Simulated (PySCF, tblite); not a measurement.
# C₇H₉NSi: geometry, infrared bands and NMR shifts

What infrared bands and NMR shifts should C₇H₉NSi (`N#CC1=C[SiH2][C@H]2C[C@@H]1C2`) show?

The runs use tblite 0.8.0 and PySCF 2.14.0, with density-fitted response routines of our own; the level of theory stands in each step. All values are computed, except where a source is named. Atoms are numbered from 0 throughout.

**1. Starting geometry**

18 atoms, charge 0, multiplicity 1; geometry from: force field or distance geometry start.

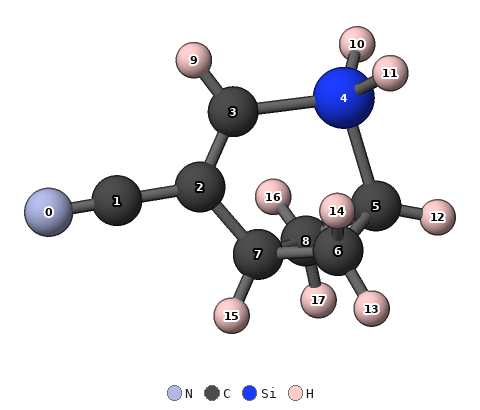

As it starts; nitrogen light blue, carbon dark grey, silicon blue, hydrogen pink, atoms numbered.

**2. Optimising the geometry with GFN2-xTB**

Job settings and geometry (Å):

```
{"job": {"kind": "relax", "xc": "GFN2-xTB", "basis": "xTB"}, "charge": 0, "multiplicity": 1}
N      3.512600     1.468700    -1.254200
C      2.455500     1.139300    -0.885300
C      1.172500     0.726900    -0.421000
C      0.173300     1.603300    -0.189200
Si    -1.512600     0.999700     0.346400
C     -1.211400    -0.854000     0.508300
C     -0.481400    -1.138400    -0.811400
C      0.806900    -0.704400    -0.180400
C      0.155100    -0.954600     1.152400
H      0.384100     2.654500    -0.292000
H     -1.947100     1.590600     1.606500
H     -2.503200     1.146400    -0.718100
H     -2.016400    -1.476900     0.817700
H     -0.601600    -2.214300    -1.056000
H     -0.844900    -0.466000    -1.628400
H      1.611900    -1.416600    -0.403500
H      0.410100    -0.134200     1.857300
H      0.428100    -1.963400     1.539200
```

Command:

```bash
$ OMP_NUM_THREADS=1 python probes_run.py task.json out
```

This one command runs all jobs of the session in turn.

**Question.** This job is followed by: GFN2-xTB harmonic vibrations, gas phase; GIAO PBE0/pcSseg-1 NMR shielding, non-relativistic, gas phase. Predict these results of the whole session: strongest single infrared mode (GFN2-xTB); zero-point energy (GFN2-xTB); 13C shifts against TMS (PBE0/pcSseg-1, means over atoms taken as alike); 1H shifts against TMS (PBE0/pcSseg-1, means over atoms taken as alike); 15N shifts against NH3 (PBE0/pcSseg-1); 29Si shifts against TMS (PBE0/pcSseg-1).

The runs gave:

| quantity | value |
| --- | --- |
| strongest single infrared mode (GFN2-xTB) | 2255 cm⁻¹, 461 km/mol |
| zero-point energy (GFN2-xTB) | 86.0 kcal/mol |
| 13C shifts against TMS (PBE0/pcSseg-1, means over atoms taken as alike) | 151.6, 143.9, 123.5, 40.3, 36.5, 16.9 ppm |
| 1H shifts against TMS (PBE0/pcSseg-1, means over atoms taken as alike) | 6.98, 4.60, 2.74, 2.73, 1.89, 1.77 ppm |
| 15N shifts against NH3 (PBE0/pcSseg-1) | 319.0 ppm |
| 29Si shifts against TMS (PBE0/pcSseg-1) | -44.2 ppm |

Relaxing lowered the energy by 0.491 eV in 50 steps; the close pair that moved most is C6–C7, from 1.499 to 1.539 Å. No mode is imaginary among the 48: a minimum at this level. Unscaled tight-binding wavenumbers are off by several per cent, some by more. Its intensities can rank the bands wrongly. The most deshielded hydrogen is H9 (hydrogen on an alkene CH), at 6.98 ppm: attached to an sp2 carbon and in the plane of the double bond. At PBE0/pcSseg-1: The largest span, 396 ppm, is at N0, where the paramagnetic term is -392 ppm.
